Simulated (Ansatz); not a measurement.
```xyz
24

C     0.6223   -1.0814   -1.5263
C     0.8900   -0.6388   -0.0923
C     0.0812   -1.4602    0.9132
C    -1.4058   -1.1335    0.8772
C    -1.6419    0.3530    1.1013
C    -0.8449    1.1953    0.1156
C     0.6434    0.8595    0.1487
C     1.4361    1.7519   -0.7914
H    -0.4036   -0.8781   -1.8414
H     1.2879   -0.5816   -2.2326
H     0.7865   -2.1575   -1.6268
H     1.9532   -0.8247    0.1076
H     0.4609   -1.2544    1.9217
H     0.2412   -2.5283    0.7328
H    -1.9347   -1.7204    1.6342
H    -1.8297   -1.4288   -0.0894
H    -1.3361    0.6137    2.1226
H    -2.7082    0.5872    1.0272
H    -0.9805    2.2604    0.3315
H    -1.2323    1.0409   -0.8991
H     0.9926    1.0621    1.1716
H     1.0715    1.6754   -1.8193
H     1.3528    2.8005   -0.4938
H     2.4977    1.4880   -0.7931
```

Geometry: PBE0-D4/def2-TZVP.

These are results of RKS PBE0-D4/def2-TZVPP (Ansatz 0.2.0), not measurements.

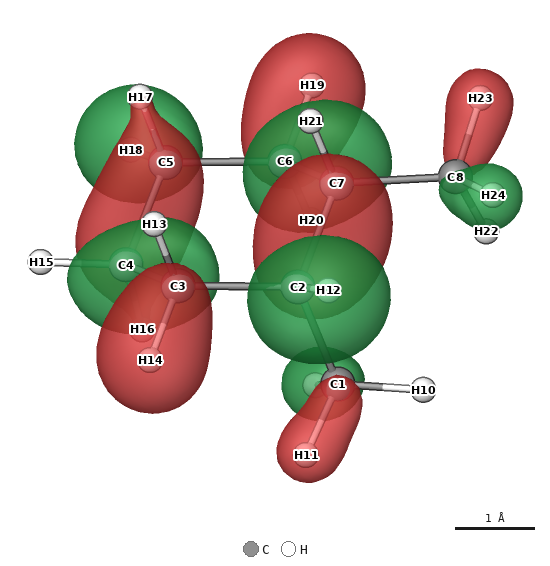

C8H16. The HOMO at ±0.1 Å⁻³ᐟ² (green and red are the two phases), seen at an oblique angle.

Where does this orbital lie, and at what energy?

Answer. Its weight (Hirshfeld) is mainly on C2 (about 15 %), C7 (about 15 %), C6 (about 10 %), C4 (about 10 %), C3 (about 10 %) and C5 (about 10 %). Its energy is −8.08 eV.
